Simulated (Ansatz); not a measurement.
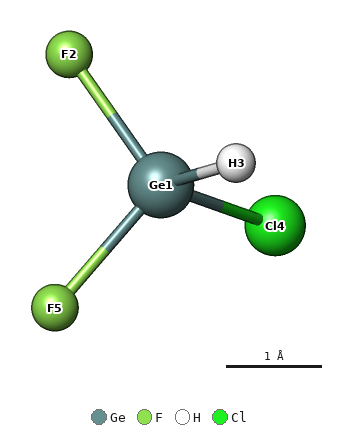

**Figure 1.** The starting structure (ball-and-stick view, seen at a tilt; atoms are numbered from 1 in the order of the input). Sticks mark near contacts. Bond lengths as drawn: Cl–Ge 2.12 Å, F–Ge 1.72 Å and Ge–H 1.52 Å.

## Nudged elastic band, with input and output: GeHClF₂

The run: nudged elastic band of GeHClF₂. Method and program: RKS PBE0/def2-SVP (Ansatz 0.2.0).

It belongs to a series of runs on one base structure; here: band between the two ends. Figures and captions count atoms from 1; the log counts them from 0 in places.

**Output**
```
Engine: ansatz 0.2.0, aarch64-unknown-linux-gnu
Functional definition: PBE0
  parameter a = 0.25
  parameter kappa = 0.804
  parameter beta = 0.06672455060314922
  exchange = (1 - a)*pbe_x(kappa = kappa, mu = beta*pi^2/3) + a*exact_x
  correlation = pbe_c(beta = beta)
837 factors; integrals over basis functions are off by at most 3.9e-4 eV
mean field evaluation 1: about -74459.1232 eV, gradient 4.4e1 eV
mean field evaluation 2: about -74453.6157 eV, gradient 7.6e1 eV
mean field evaluation 4: about -74462.1771 eV, gradient 1.7e0 eV
mean field evaluation 8: about -74462.1949 eV, gradient 4.3e-2 eV
mean field -74462.19493947 eV, -2736.4351917371 hartree, gradient 4.2e-5 eV, S^2 0.000000; 0 other end points of the search recorded, 0 dependent functions left out
the calculation of the forces begins
reference -74462.19495942 eV, -2736.4351924701 hartree; 34, 34 occupied and 49, 49 virtual orbitals, 837 factors
839 factors; integrals over basis functions are off by at most 1.1e-3 eV
mean field evaluation 16: about -74458.7798 eV, gradient 4.1e1 eV
mean field -74461.53395358 eV, -2736.4109009535 hartree, gradient 1.1e-5 eV, S^2 0.000000; 0 other end points of the search recorded, 0 dependent functions left out
[... from here on the field's lines of each further geometry are left out, up to the last ...]
NEB iter   1: max|band force component| = 1.620e1 eV/Å  barrier→ = 4.1482 eV  barrier← = 3.4872 eV  Δτ_max = 0.1953 Å  (242 SCF iters)
NEB iter   2: max|band force component| = 2.808e0 eV/Å  barrier→ = 2.8223 eV  barrier← = 2.1613 eV  Δτ_max = 0.1985 Å  (235 SCF iters)
NEB iter   3: max|band force component| = 1.944e0 eV/Å  barrier→ = 2.5531 eV  barrier← = 1.8921 eV  Δτ_max = 0.1944 Å  (219 SCF iters)
NEB iter   4: max|band force component| = 1.585e0 eV/Å  barrier→ = 2.4167 eV  barrier← = 1.7557 eV  Δτ_max = 0.1510 Å  (221 SCF iters)
NEB iter   5: max|band force component| = 6.821e-1 eV/Å  barrier→ = 2.6262 eV  barrier← = 1.9652 eV  Δτ_max = 0.1708 Å  (212 SCF iters)
NEB iter   6: max|band force component| = 2.044e0 eV/Å  barrier→ = 2.5331 eV  barrier← = 1.8721 eV  Δτ_max = 0.0888 Å  (207 SCF iters)
NEB iter   7: max|band force component| = 9.508e-1 eV/Å  barrier→ = 2.3879 eV  barrier← = 1.7269 eV  Δτ_max = 0.1535 Å  (205 SCF iters)
NEB iter   8: max|band force component| = 1.050e0 eV/Å  barrier→ = 2.0184 eV  barrier← = 1.3574 eV  Δτ_max = 0.0744 Å  (210 SCF iters)
NEB iter   9: max|band force component| = 7.109e-1 eV/Å  barrier→ = 2.0467 eV  barrier← = 1.3858 eV  Δτ_max = 0.0487 Å  (208 SCF iters)
NEB iter  10: max|band force component| = 1.877e0 eV/Å  barrier→ = 2.0629 eV  barrier← = 1.4020 eV  CI = image 2  Δτ_max = 0.0753 Å  (213 SCF iters)
NEB iter  11: max|band force component| = 1.308e0 eV/Å  barrier→ = 2.2999 eV  barrier← = 1.6389 eV  CI = image 2  Δτ_max = 0.1447 Å  (208 SCF iters)
NEB iter  12: max|band force component| = 2.134e0 eV/Å  barrier→ = 2.4163 eV  barrier← = 1.7553 eV  CI = image 2  Δτ_max = 0.0465 Å  (206 SCF iters)
NEB iter  13: max|band force component| = 2.480e-1 eV/Å  barrier→ = 2.4405 eV  barrier← = 1.7795 eV  CI = image 2  Δτ_max = 0.0195 Å  (196 SCF iters)
NEB iter  14: max|band force component| = 5.682e-2 eV/Å  barrier→ = 2.4400 eV  barrier← = 1.7790 eV  CI = image 2  Δτ_max = 0.0178 Å  (187 SCF iters)
the calculation of the forces begins
reference -74461.43509471 eV, -2736.4072679570 hartree; 34, 34 occupied and 49, 49 virtual orbitals, 840 factors
838 factors; integrals over basis functions are off by at most 1.2e-3 eV
mean field -74459.75535330 eV, -2736.3455385990 hartree, gradient 1.7e-5 eV, S^2 0.000000; 1 other end points of the search recorded, 0 dependent functions left out
the calculation of the forces begins
reference -74459.75537322 eV, -2736.3455393308 hartree; 34, 34 occupied and 49, 49 virtual orbitals, 838 factors
NEB iter  15: max|band force component| = 2.752e-2 eV/Å  barrier→ = 2.4396 eV  barrier← = 1.7786 eV  CI = image 2  Δτ_max = 0.0000 Å  (380 SCF iters)
```

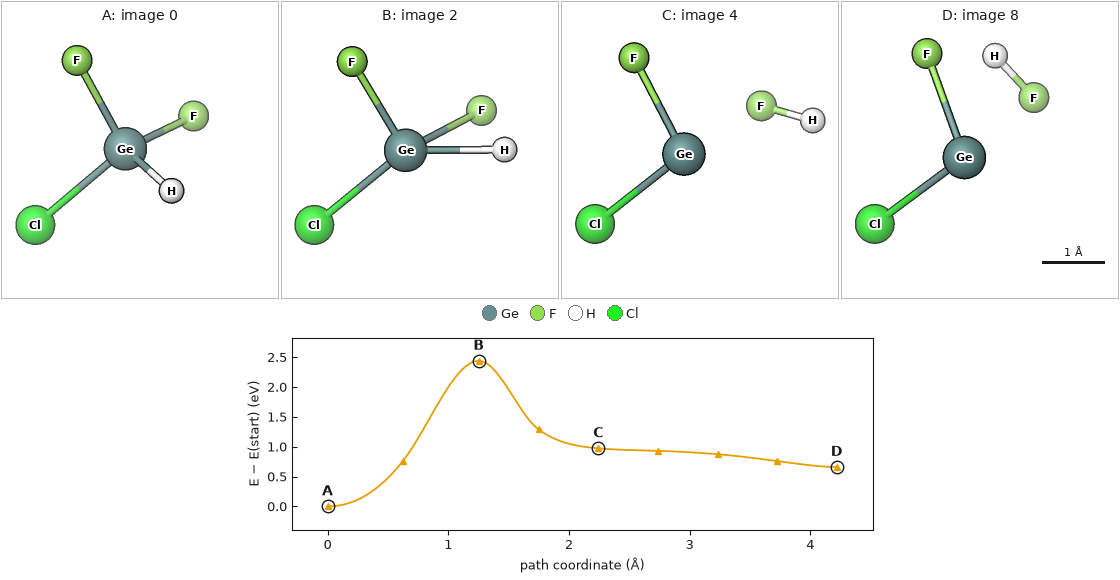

**Figure 2.** Images of the last band (counted from 0; ball-and-stick, seen at a tilt) above the energy along the path; the line is a cubic interpolation that uses the forces. The highest image is number 2, 2.440 eV above the start and 1.779 eV above the end (the climbing image); the end lies 0.661 eV above the start. The path is 4.22 Å long. The band converged in 15 iterations.

```
Total energy: -74459.75537322 eV, -2736.3455393308 hartree
Atom 0 at     0.257644     0.050055    -0.337699 Å, force     0.000235     0.003200    -0.002274 eV/Å
Atom 1 at     0.864533    -0.003984     1.515298 Å, force    -0.004660     0.001647     0.007932 eV/Å
Atom 2 at     1.672983    -0.022337     0.440505 Å, force     0.007880    -0.004046    -0.005167 eV/Å
Atom 3 at    -1.057097     1.732054    -0.522879 Å, force    -0.002794     0.000916    -0.000236 eV/Å
Atom 4 at    -0.798962    -1.315188    -0.430426 Å, force    -0.000660    -0.001717    -0.000254 eV/Å
Dipole moment:     0.384214     0.092751    -0.273905 e Å
this run last wrote the band of iteration 15 to [file]
```

**The last band as extended XYZ (Å, eV, eV/Å)**
```
5
Properties=species:S:1:pos:R:3:forces:R:3 image=0 energy=-74462.19494
Ge    0.2969    0.0444    0.1169    0.0157   0.0123   0.0178
F     0.2913    0.0295    1.8359   -0.0007  -0.0008  -0.0084
H     1.7222   -0.0010   -0.4114    0.0018  -0.0035  -0.0008
Cl   -0.8075    1.7357   -0.5278   -0.0069  -0.0013  -0.0025
F    -0.5638   -1.3680   -0.3489   -0.0098  -0.0067  -0.0060
5
Properties=species:S:1:pos:R:3:forces:R:3 image=1 energy=-74461.42727
Ge    0.2673    0.0482   -0.0401    0.0682   0.0506   1.2767
F     0.5962    0.0256    1.6687   -1.2154   0.0423   0.6956
H     1.7766   -0.0273    0.0105    0.4362  -0.0163  -1.8288
Cl   -0.9736    1.7014   -0.5542    0.3534  -0.1162  -0.0666
F    -0.7274   -1.3072   -0.4202    0.3576   0.0396  -0.0768
5
Properties=species:S:1:pos:R:3:forces:R:3 image=2 energy=-74459.75535
Ge    0.2576    0.0501   -0.3377    0.0002   0.0032  -0.0023
F     0.8645   -0.0040    1.5153   -0.0047   0.0016   0.0079
H     1.6730   -0.0223    0.4405    0.0079  -0.0040  -0.0052
Cl   -1.0571    1.7321   -0.5229   -0.0028   0.0009  -0.0002
F    -0.7990   -1.3152   -0.4304   -0.0007  -0.0017  -0.0003
5
Properties=species:S:1:pos:R:3:forces:R:3 image=3 energy=-74460.90490
Ge    0.2159    0.0490   -0.6465   -0.1471  -0.0002  -1.0106
F     1.0193   -0.0188    1.4736    0.5915  -0.0046  -0.1878
H     1.6803   -0.0245    0.7814    0.0179  -0.0296   1.0461
Cl   -1.1288    1.7512   -0.4976   -0.2244   0.0521   0.0731
F    -0.8476   -1.3164   -0.4461   -0.2380  -0.0176   0.0792
5
Properties=species:S:1:pos:R:3:forces:R:3 image=4 energy=-74461.22120
Ge    0.1372    0.0377   -0.8868   -0.0359  -0.0090  -0.1190
F     1.0145   -0.0156    1.3697    0.0033   0.0079  -0.0548
H     1.9035   -0.0518    1.1105    0.1136  -0.0091   0.1542
Cl   -1.1810    1.7470   -0.4788   -0.0383  -0.0013   0.0135
F    -0.9350   -1.2767   -0.4497   -0.0428   0.0115   0.0061
5
Properties=species:S:1:pos:R:3:forces:R:3 image=5 energy=-74461.26363
Ge    0.1421    0.1778   -1.0111   -0.0021   0.0097  -0.0175
F     1.0591    0.1321    1.2750    0.0159   0.0324  -0.0184
H     1.8056   -0.4101    1.3577   -0.0085  -0.0411   0.0243
Cl   -1.2607    1.7637   -0.4172   -0.0165   0.0000   0.0020
F    -0.8070   -1.2229   -0.5396    0.0113  -0.0010   0.0096
5
Properties=species:S:1:pos:R:3:forces:R:3 image=6 energy=-74461.32008
Ge    0.2712    0.3638   -1.0407   -0.0069   0.0189  -0.0120
F     1.1184    0.1571    1.2663    0.0687   0.0582  -0.0372
H     1.3724   -0.7124    1.4622   -0.1035  -0.0738  -0.0069
Cl   -1.2796    1.7795   -0.3845   -0.0186  -0.0121   0.0051
F    -0.5433   -1.1474   -0.6385    0.0604   0.0088   0.0511
5
Properties=species:S:1:pos:R:3:forces:R:3 image=7 energy=-74461.43508
Ge    0.4265    0.4765   -1.0029    0.0142   0.0241   0.0030
F     1.1521    0.0916    1.3051    0.0951   0.0023  -0.0351
H     0.8979   -0.8019    1.3576   -0.1827  -0.0078  -0.1020
Cl   -1.2534    1.7694   -0.4192   -0.0169  -0.0226   0.0148
F    -0.2839   -1.0950   -0.5758    0.0903   0.0040   0.1193
5
Properties=species:S:1:pos:R:3:forces:R:3 image=8 energy=-74461.53395
Ge    0.5605    0.5157   -0.9270   -0.0033   0.0001   0.0114
F     1.1035    0.0232    1.3242    0.0142   0.0052   0.0077
H     0.5754   -0.7258    1.0784   -0.0073  -0.0045  -0.0134
Cl   -1.1918    1.7208   -0.3967   -0.0027   0.0028  -0.0070
F    -0.1085   -1.0933   -0.4141   -0.0009  -0.0036   0.0013
```

This output came from the following input.

**Input**
```yaml
crystal:
  periodic: [false, false, false]
  atoms:
    - { symbol: Ge, position_ang: [0.296896, 0.044417, 0.116939] }
    - { symbol: F, position_ang: [0.291258, 0.029498, 1.835948] }
    - { symbol: H, position_ang: [1.722234, -0.001049, -0.41144] }
    - { symbol: Cl, position_ang: [-0.807495, 1.735738, -0.527794] }
    - { symbol: F, position_ang: [-0.563792, -1.368003, -0.348854] }
basis:
  gaussian: { orbitals: def2-SVP }
hamiltonian:
  xc: pbe0
neb:
  order_check: false
  images: 7
  f_tol: 0.05
  max_iterations: 60
  spring: 20.0
  final_atoms:
    - { symbol: Ge, position_ang: [0.56045221, 0.5157029, -0.92700085] }
    - { symbol: F, position_ang: [1.10349749, 0.02319933, 1.32420461] }
    - { symbol: H, position_ang: [0.5754261, -0.72583077, 1.07843812] }
    - { symbol: Cl, position_ang: [-1.19177466, 1.72078174, -0.39671142] }
    - { symbol: F, position_ang: [-0.10850013, -1.09325221, -0.41413145] }
  initial_path:
    images:
      - { positions_ang: [[0.296896, 0.044417, 0.116939], [0.291258, 0.029498, 1.835948], [1.722234, -0.001049, -0.41144], [-0.807495, 1.735738, -0.527794], [-0.563792, -1.368003, -0.348854]] }
      - { positions_ang: [[0.22271728, 0.03335292, 0.0876139], [0.48709337, 0.02207247, 1.76252833], [1.71600534, -0.00124824, -0.20188662], [-0.86594113, 1.75494148, -0.5816732], [-0.62077386, -1.36851763, -0.40178341]] }
      - { positions_ang: [[0.14853856, 0.02228883, 0.0582888], [0.68292873, 0.01464695, 1.68910866], [1.70977668, -0.00144747, 0.00766676], [-0.92438725, 1.77414496, -0.6355524], [-0.67775571, -1.36903227, -0.45471281]] }
      - { positions_ang: [[0.07435984, 0.01122475, 0.0289637], [0.8787641, 0.00722142, 1.61568899], [1.70354802, -0.00164671, 0.21722014], [-0.98283338, 1.79334844, -0.68943161], [-0.73473757, -1.3695469, -0.50764222]] }
      - { positions_ang: [[0.00018111, 0.00016067, -0.0003614], [1.07459946, -0.00020411, 1.54226932], [1.69731936, -0.00184594, 0.42677352], [-1.04127951, 1.81255192, -0.74331081], [-0.79171943, -1.37006154, -0.56057163]] }
      - { positions_ang: [[0.14024889, 0.12904623, -0.23202126], [1.08182397, 0.00564675, 1.48775314], [1.41684605, -0.18284215, 0.58968967], [-1.0789033, 1.78960937, -0.65666096], [-0.6209146, -1.30085921, -0.52396158]] }
      - { positions_ang: [[0.28031666, 0.25793179, -0.46368113], [1.08904847, 0.01149761, 1.43323696], [1.13637273, -0.36383835, 0.75260582], [-1.11652708, 1.76666683, -0.57001112], [-0.45010978, -1.23165687, -0.48735154]] }
      - { positions_ang: [[0.42038443, 0.38681735, -0.69534099], [1.09627298, 0.01734847, 1.37872078], [0.85589942, -0.54483456, 0.91552197], [-1.15415087, 1.74372429, -0.48336127], [-0.27930496, -1.16245454, -0.45074149]] }
      - { positions_ang: [[0.56045221, 0.5157029, -0.92700085], [1.10349749, 0.02319933, 1.32420461], [0.5754261, -0.72583077, 1.07843812], [-1.19177466, 1.72078174, -0.39671142], [-0.10850013, -1.09325221, -0.41413145]] }
```

Launched with:
```bash
ansatz run input.yaml --threads 2 --pin off --max-ram 3072MiB --backend cpu --events-out ev --progress --plain --runs-dir out
```

**Key numbers**

| quantity | value |
| --- | --- |
| outcome | converged |
| barrier, forward | 2.440 eV |
| barrier, backward | 1.779 eV |
| hardware | 2 threads of Arm Neoverse V1, 24 GiB of memory available, shared host |
| wall time | 3.6 min (CPU time 6.9 min) |
| peak memory | 0.15 GiB |

**Notes**

The order of the saddle point was not checked.
